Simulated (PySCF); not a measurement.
```yaml
atoms:
  - { symbol: C, position_ang: [-1.1243, -0.4344, 1.9240] }
  - { symbol: Si, position_ang: [-0.9798, -0.1621, 0.0405] }
  - { symbol: C, position_ang: [-2.6939, -0.3304, -0.7725] }
  - { symbol: C, position_ang: [0.2188, -1.4430, -0.7203] }
  - { symbol: C, position_ang: [1.6525, -1.2882, -0.2075] }
  - { symbol: Si, position_ang: [2.3507, 0.4494, -0.5304] }
  - { symbol: Cl, position_ang: [4.1571, 0.6184, 0.3872] }
  - { symbol: C, position_ang: [1.1646, 1.7449, 0.1945] }
  - { symbol: C, position_ang: [-0.2666, 1.5751, -0.3207] }
  - { symbol: H, position_ang: [-0.1604, -0.3439, 2.4156] }
  - { symbol: H, position_ang: [-1.5152, -1.4219, 2.1510] }
  - { symbol: H, position_ang: [-1.7917, 0.2925, 2.3776] }
  - { symbol: H, position_ang: [-3.1138, -1.3152, -0.5980] }
  - { symbol: H, position_ang: [-2.6432, -0.1801, -1.8457] }
  - { symbol: H, position_ang: [-3.3899, 0.3981, -0.3709] }
  - { symbol: H, position_ang: [-0.1300, -2.4564, -0.5123] }
  - { symbol: H, position_ang: [0.2205, -1.3393, -1.8066] }
  - { symbol: H, position_ang: [1.6695, -1.4979, 0.8644] }
  - { symbol: H, position_ang: [2.2920, -2.0428, -0.6724] }
  - { symbol: H, position_ang: [2.5704, 0.6749, -1.9644] }
  - { symbol: H, position_ang: [1.1595, 1.6701, 1.2843] }
  - { symbol: H, position_ang: [1.5207, 2.7522, -0.0365] }
  - { symbol: H, position_ang: [-0.2772, 1.7562, -1.3968] }
  - { symbol: H, position_ang: [-0.9019, 2.3438, 0.1236] }
```

Geometry: GFN2-xTB.

Method: WP04/pcSseg-1, SCF density, in a water solvent model, non-relativistic (PySCF 2.14.0).

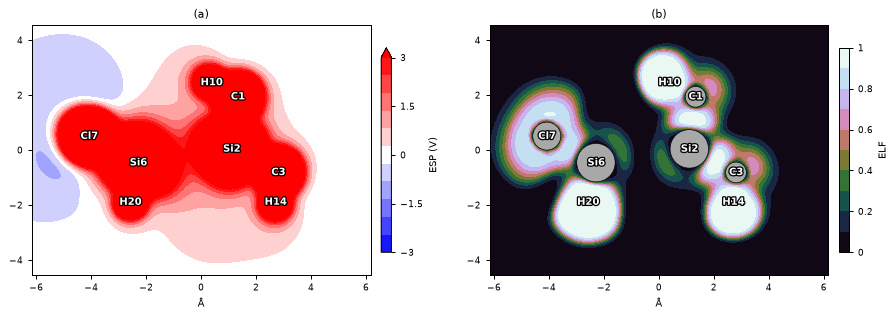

C6H15ClSi2 (SMILES C[Si]1(C)CC[SiH](Cl)CC1). (a) molecular electrostatic potential; (b) ELF on the plane of atoms Si2, C3 and H14. Grey discs cover the atomic cores in the ELF map.

What does the map show?

- The plane passes through C, Si, Cl and H nuclei.
- C–Si (1.91 Å): the ELF peaks at about 0.95 between the atoms, as expected for a shared electron pair.
- Si–Cl (2.03 Å): the ELF peaks at about 0.90 between the atoms: a polar covalent bond.
- C–H (1.09 Å): the ELF climbs to about 1 towards the hydrogen, as it does in any bond to H (a covalent bond by its length).
- Si–H (1.47 Å): the ELF climbs to about 1 towards the hydrogen.
- The ELF also peaks beside Cl7, away from the bonds: lone-pair regions.
- Outside the dense part of the molecule the potential is most negative (−0.9 V) near Cl7.
